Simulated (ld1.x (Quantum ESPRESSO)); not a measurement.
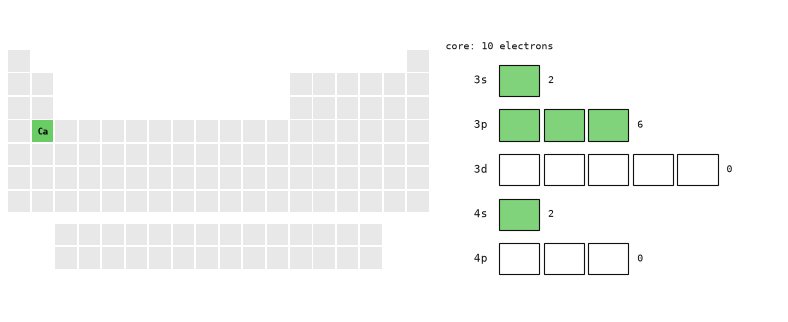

*Left, the place of calcium in the periodic table; right, the valence shells of the reference configuration: a box for each of the 2l + 1 orbitals, shaded by the share of the shell that is filled, with the electron count at the right.*

Ca: pseudopotential generation (part 1 of 2)

System: calcium (Ca, Z = 20), core [Ne], reference valence 3s2 3p6 3d0 4s2 4p0, valence charge 10.
Method: RRKJ potential, PBE, scalar-relativistic, made with ld1.x (Quantum ESPRESSO) 7.5.

Input file:
```
 &input
   title='Ca', zed=20., rel=1, dft='PBE', iswitch=3,
   config='[Ar] 3d0 4s2 4p0',
   nld=3, rlderiv=3.60, eminld=-5.0, emaxld=5.0, deld=0.02
 /
 &inputp
   pseudotype=2, tm=.false., rho0=0.02, lloc=-2, rcloc=1.95,
   nlcc=.false.,
   file_pseudopw='Ca.UPF', file_wfcaegen='ae.wfc', file_wfcncgen='nc.wfc', file_beta='beta', file_chi='chi'
 /
3
3S  1  0   2.00   0.00  1.80  1.80  0.0
3P  2  1   6.00   0.00  1.35  1.35  0.0
3D  3  2   0.00   0.00  3.30  3.30  0.0
 &test
   configts(1)='3s2 3p6 3d0 4s2 4p0'
 /
```

Input of the test run:
```
 &input
   title='Ca', zed=20., rel=1, dft='PBE', iswitch=2,
   config='[Ar] 3d0 4s2 4p0'
 /
 &test
   file_pseudo='Ca.UPF', nconf=8,
   configts(1)='3s2 3p6 3d0 4s2 4p0',
   configts(2)='3s2 3p6 3d0 4s1 4p0',
   configts(3)='3s2 3p6 3d0 4s0 4p0',
   configts(4)='3s2 3p6 3d0 4s1.5 4p0',
   configts(5)='3s2 3p6 3d1 4s0 4p0',
   configts(6)='3s2 3p6 3d1 4s1 4p0',
   configts(7)='3s2 3p6 3d0 4s0 4p1',
   configts(8)='3s2 3p6 3d0 4s0 4p2'
 /
```

Hardware: 1 CPU thread, shared host.

Launched with:
```bash
ld1.x < Ca.in > Ca.out
```

Output:
```
     Program LD1 v.7.5
     --------------------------- All-electron run ----------------------------

     Ca
     scalar relativistic calculation

     atomic number is 20.00
     dft =PBE   lsd =0 sic =0 latt =0  beta=0.20 tr2=1.0E-14
     Exchange-correlation= PBE
                           (   1   4   3   4   0   0   0)
     mesh =1169 r(mesh) =  99.90979 a.u. xmin = -7.00 dx = 0.01250
     1 Ry =  13.60569312 eV, c = 137.03599908

     n l     nl                  e(Ry)          e(Ha)          e(eV)
     1 0     1S 1( 2.00)      -290.2763      -145.1381     -3949.4098
     2 0     2S 1( 2.00)       -30.4557       -15.2279      -414.3711
     2 1     2P 1( 6.00)       -24.6029       -12.3014      -334.7390
     3 0     3S 1( 2.00)        -3.4612        -1.7306       -47.0917
     3 1     3P 1( 6.00)        -2.0586        -1.0293       -28.0081
     3 2     3D 1( 0.00)        -0.1431        -0.0715        -1.9466
     4 0     4S 1( 2.00)        -0.2768        -0.1384        -3.7662
     4 1     4P 1( 0.00)        -0.1031        -0.0515        -1.4026

     final scf error:  2.2E-15 reached in  24 iterations

     Etot =   -1360.652303 Ry,    -680.326152 Ha,  -18512.617684 eV

     Ekin =    1369.896479 Ry,     684.948239 Ha,   18638.391102 eV
     Encl =   -3231.492647 Ry,   -1615.746324 Ha,  -43966.697284 eV
     Eh   =     572.906199 Ry,     286.453100 Ha,    7794.785934 eV
     Exc  =     -71.962334 Ry,     -35.981167 Ha,    -979.097437 eV

     normalization and overlap integrals

     s(1S/1S) =  1.000000  <r> =   0.0768  <r2> =    0.0079  r(max) =   0.0500
     s(2S/2S) =  1.000000  <r> =   0.3643  <r2> =    0.1572  r(max) =   0.2987
     s(2P/2P) =  1.000000  <r> =   0.3278  <r2> =    0.1330  r(max) =   0.2477
     s(3S/3S) =  1.000000  <r> =   1.1560  <r2> =    1.5427  r(max) =   0.9918
     s(3P/3P) =  1.000000  <r> =   1.2711  <r2> =    1.9075  r(max) =   1.0427
     s(3D/3D) =  1.000000  <r> =   2.3741  <r2> =    7.9611  r(max) =   1.2735
     s(4S/4S) =  1.000000  <r> =   4.0202  <r2> =   18.5504  r(max) =   3.4187
     s(4P/4P) =  1.000000  <r> =   5.4077  <r2> =   34.0718  r(max) =   4.3897

     ------------------------ End of All-electron run ------------------------

     --------------------- Generating NC pseudopotential ---------------------

      Generating local potential from pseudized AE potential:
      Matching radius rcloc =   1.9500
      Enforcing V''(0)=0 (lloc=-2)

      Local pseudo, rcloc= 1.972 Estimated cut-off energy=     8.21 Ry

      Wfc   3S  rcut= 1.785  Estimated cut-off energy=       16.69 Ry
      Using 4 Bessel functions for this wfc, rho(0) = 0.020
      This function has    0 nodes for 0 < r <    1.785

      Wfc   3P  rcut= 1.356  Estimated cut-off energy=       96.39 Ry
      This function has    0 nodes for 0 < r <    1.356

      Wfc   3D  rcut= 3.334  Estimated cut-off energy=       21.01 Ry
      This function has    0 nodes for 0 < r <    3.334

     ------------------- End of pseudopotential generation -------------------

     --------------------------- All-electron run ----------------------------

     Ca
     scalar relativistic calculation

     atomic number is 20.00
     dft =PBE   lsd =0 sic =0 latt =0  beta=0.20 tr2=1.0E-14
     Exchange-correlation= PBE
                           (   1   4   3   4   0   0   0)
     mesh =1169 r(mesh) =  99.90979 a.u. xmin = -7.00 dx = 0.01250
     1 Ry =  13.60569312 eV, c = 137.03599908

     n l     nl                  e(Ry)          e(Ha)          e(eV)
     1 0     1S 1( 2.00)      -290.2763      -145.1381     -3949.4098
     2 0     2S 1( 2.00)       -30.4557       -15.2279      -414.3711
     2 1     2P 1( 6.00)       -24.6029       -12.3014      -334.7390
     3 0     3S 1( 2.00)        -3.4612        -1.7306       -47.0917
     3 1     3P 1( 6.00)        -2.0586        -1.0293       -28.0081
     3 2     3D 1( 0.00)        -0.1431        -0.0715        -1.9466
     4 0     4S 1( 2.00)        -0.2768        -0.1384        -3.7662
     4 1     4P 1( 0.00)        -0.1031        -0.0515        -1.4026

     final scf error:  2.2E-15 reached in  24 iterations

     Etot =   -1360.652303 Ry,    -680.326152 Ha,  -18512.617684 eV

     Ekin =    1369.896479 Ry,     684.948239 Ha,   18638.391102 eV
     Encl =   -3231.492647 Ry,   -1615.746324 Ha,  -43966.697284 eV
     Eh   =     572.906199 Ry,     286.453100 Ha,    7794.785934 eV
     Exc  =     -71.962334 Ry,     -35.981167 Ha,    -979.097437 eV

     normalization and overlap integrals

     s(1S/1S) =  1.000000  <r> =   0.0768  <r2> =    0.0079  r(max) =   0.0500
     s(2S/2S) =  1.000000  <r> =   0.3643  <r2> =    0.1572  r(max) =   0.2987
     s(2P/2P) =  1.000000  <r> =   0.3278  <r2> =    0.1330  r(max) =   0.2477
     s(3S/3S) =  1.000000  <r> =   1.1560  <r2> =    1.5427  r(max) =   0.9918
     s(3P/3P) =  1.000000  <r> =   1.2711  <r2> =    1.9075  r(max) =   1.0427
     s(3D/3D) =  1.000000  <r> =   2.3741  <r2> =    7.9611  r(max) =   1.2735
     s(4S/4S) =  1.000000  <r> =   4.0202  <r2> =   18.5504  r(max) =   3.4187
     s(4P/4P) =  1.000000  <r> =   5.4077  <r2> =   34.0718  r(max) =   4.3897

     ------------------------ End of All-electron run ------------------------

     Computing logarithmic derivative in   3.61661
     Message from routine compute phi:
     negative determinant

      ld=  -0.105764 f2ae  0.123298 faenor  0.486957
     Computing logarithmic derivative in   3.61661
     Computing the partial wave expansion
     R is outside the sphere for l=    0 j= 0.00
     R is outside the sphere for l=    1 j= 0.00
     R is outside the sphere for l=    2 j= 0.00

     ---------------------- Testing the pseudopotential ----------------------

     Ca
     scalar relativistic calculation

     atomic number is 20.00   valence charge is 10.00
     dft =PBE   lsd =0 sic =0 latt =0  beta=0.20 tr2=1.0E-14
     mesh =1169 r(mesh) =  99.90979 xmin = -7.00 dx = 0.01250

     n l     nl             e AE (Ry)        e PS (Ry)    De AE-PS (Ry)
     1 0     3S   1( 2.00)       -3.46117       -3.46117       -0.00000
     2 1     3P   1( 6.00)       -2.05856       -2.05856        0.00000
     3 2     3D   1( 0.00)       -0.14307       -0.14307        0.00000
     2 0     4S   1( 2.00)       -0.27681       -0.27747        0.00066
     3 1     4P   1( 0.00)       -0.10309       -0.10112       -0.00196

     eps = 1.2E-16  iter =  4

     Etot =   -1360.652303 Ry,    -680.326152 Ha,  -18512.617684 eV
     Etotps =   -73.293863 Ry,     -36.646931 Ha,    -997.213804 eV

     Ekin =      25.835212 Ry,      12.917606 Ha,     351.505962 eV
     Encl =    -128.438832 Ry,     -64.219416 Ha,   -1747.499332 eV
     Ehrt =      56.392060 Ry,      28.196030 Ha,     767.253061 eV
     Ecxc =      -9.903101 Ry,      -4.951550 Ha,    -134.738552 eV
     Epseu=     -17.179201 Ry,      -8.589601 Ha,    -233.734943 eV

     ---------------------- End of pseudopotential test ----------------------
```

Output of the test run (extracts):
```
     ---------------------- Testing the pseudopotential ----------------------

     Ca
     scalar relativistic calculation

     atomic number is 20.00   valence charge is 10.00
     dft =PBE   lsd =0 sic =0 latt =0  beta=0.20 tr2=1.0E-14
     mesh =1169 r(mesh) =  99.90979 xmin = -7.00 dx = 0.01250

     n l     nl             e AE (Ry)        e PS (Ry)    De AE-PS (Ry)
     1 0     3S   1( 2.00)       -3.46117       -3.46117       -0.00000
     2 1     3P   1( 6.00)       -2.05856       -2.05856        0.00000
     3 2     3D   1( 0.00)       -0.14307       -0.14307        0.00000
     2 0     4S   1( 2.00)       -0.27681       -0.27747        0.00066
     3 1     4P   1( 0.00)       -0.10309       -0.10112       -0.00196

     eps = 1.6E-15  iter = 22

     Etot =   -1360.652303 Ry,    -680.326152 Ha,  -18512.617684 eV
     Etotps =   -73.293863 Ry,     -36.646932 Ha,    -997.213808 eV

     Ekin =      25.835211 Ry,      12.917606 Ha,     351.505958 eV
     Encl =    -128.438832 Ry,     -64.219416 Ha,   -1747.499334 eV
     Ehrt =      56.392060 Ry,      28.196030 Ha,     767.253063 eV
     Ecxc =      -9.903101 Ry,      -4.951550 Ha,    -134.738552 eV
     Epseu=     -17.179201 Ry,      -8.589601 Ha,    -233.734943 eV

     ---------------------- End of pseudopotential test ----------------------

     ---------------------- Testing the pseudopotential ----------------------

     Ca
     scalar relativistic calculation

     atomic number is 20.00   valence charge is 10.00
     dft =PBE   lsd =0 sic =0 latt =0  beta=0.20 tr2=1.0E-14
     mesh =1169 r(mesh) =  99.90979 xmin = -7.00 dx = 0.01250

     n l     nl             e AE (Ry)        e PS (Ry)    De AE-PS (Ry)
     1 0     3S   1( 2.00)       -3.96840       -3.96982        0.00142
     2 1     3P   1( 6.00)       -2.56374       -2.56505        0.00131
     3 2     3D   1( 0.00)       -0.61281       -0.61059       -0.00221
     2 0     4S   1( 1.00)       -0.65894       -0.66056        0.00161
     3 1     4P   1( 0.00)       -0.43600       -0.43214       -0.00386

     eps = 9.3E-15  iter = 32

     Etot =   -1360.188587 Ry,    -680.094293 Ha,  -18506.308498 eV
     Etotps =   -72.829072 Ry,     -36.414536 Ha,    -990.890003 eV
     dEtot_ae =       0.463717 Ry
     dEtot_ps =       0.464791 Ry,   Delta E=      -0.001075 Ry

     Ekin =      25.643647 Ry,      12.821824 Ha,     348.899594 eV
     Encl =    -123.340667 Ry,     -61.670334 Ha,   -1678.135270 eV
     Ehrt =      51.672238 Ry,      25.836119 Ha,     703.036613 eV
     Ecxc =      -9.599243 Ry,      -4.799622 Ha,    -130.604357 eV
     Epseu=     -17.205047 Ry,      -8.602523 Ha,    -234.086583 eV

     ---------------------- End of pseudopotential test ----------------------

     ---------------------- Testing the pseudopotential ----------------------

     Ca
     scalar relativistic calculation

     atomic number is 20.00   valence charge is 10.00
     dft =PBE   lsd =0 sic =0 latt =0  beta=0.20 tr2=1.0E-14
     mesh =1169 r(mesh) =  99.90979 xmin = -7.00 dx = 0.01250

     n l     nl             e AE (Ry)        e PS (Ry)    De AE-PS (Ry)
     1 0     3S   1( 2.00)       -4.57425       -4.58003        0.00578  !
     2 1     3P   1( 6.00)       -3.16483       -3.17013        0.00530  !
     3 2     3D   1( 0.00)       -1.17112       -1.16099       -0.01013  !
     2 0     4S   1( 0.00)       -1.06864       -1.07331        0.00466
     3 1     4P   1( 0.00)       -0.78384       -0.77707       -0.00677  !

     eps = 6.9E-15  iter = 36

     Etot =   -1359.319767 Ry,    -679.659883 Ha,  -18494.487606 eV
     Etotps =   -71.957430 Ry,     -35.978715 Ha,    -979.030706 eV
     dEtot_ae =       1.332536 Ry
     dEtot_ps =       1.336433 Ry,   Delta E=      -0.003897 Ry

     Ekin =      25.287275 Ry,      12.643638 Ha,     344.050905 eV
     Encl =    -117.200366 Ry,     -58.600183 Ha,   -1594.592214 eV
     Ehrt =      46.524285 Ry,      23.262143 Ha,     632.995147 eV
     Ecxc =      -9.285637 Ry,      -4.642818 Ha,    -126.337525 eV
     Epseu=     -17.282987 Ry,      -8.641494 Ha,    -235.147020 eV

     ---------------------- End of pseudopotential test ----------------------

     ---------------------- Testing the pseudopotential ----------------------

     Ca
     scalar relativistic calculation

     atomic number is 20.00   valence charge is 10.00
     dft =PBE   lsd =0 sic =0 latt =0  beta=0.20 tr2=1.0E-14
     mesh =1169 r(mesh) =  99.90979 xmin = -7.00 dx = 0.01250

     n l     nl             e AE (Ry)        e PS (Ry)    De AE-PS (Ry)
     1 0     3S   1( 2.00)       -3.70124       -3.70174        0.00050
     2 1     3P   1( 6.00)       -2.29785       -2.29831        0.00047
     3 2     3D   1( 0.00)       -0.36541       -0.36473       -0.00067
     2 0     4S   1( 1.50)       -0.46168       -0.46270        0.00102
     3 1     4P   1( 0.00)       -0.26285       -0.25999       -0.00286

     eps = 1.0E-15  iter = 22

     Etot =   -1360.468290 Ry,    -680.234145 Ha,  -18510.114061 eV
     Etotps =   -73.109431 Ry,     -36.554716 Ha,    -994.704487 eV
     dEtot_ae =       0.184013 Ry
     dEtot_ps =       0.184432 Ry,   Delta E=      -0.000419 Ry

     Ekin =      25.759640 Ry,      12.879820 Ha,     350.477757 eV
     Encl =    -126.029158 Ry,     -63.014579 Ha,   -1714.714042 eV
     Ehrt =      54.103364 Ry,      27.051682 Ha,     736.113773 eV
     Ecxc =      -9.755068 Ry,      -4.877534 Ha,    -132.724457 eV
     Epseu=     -17.188211 Ry,      -8.594105 Ha,    -233.857518 eV

     ---------------------- End of pseudopotential test ----------------------
```

(Continued in part 2.) Outcome of the run: generated.
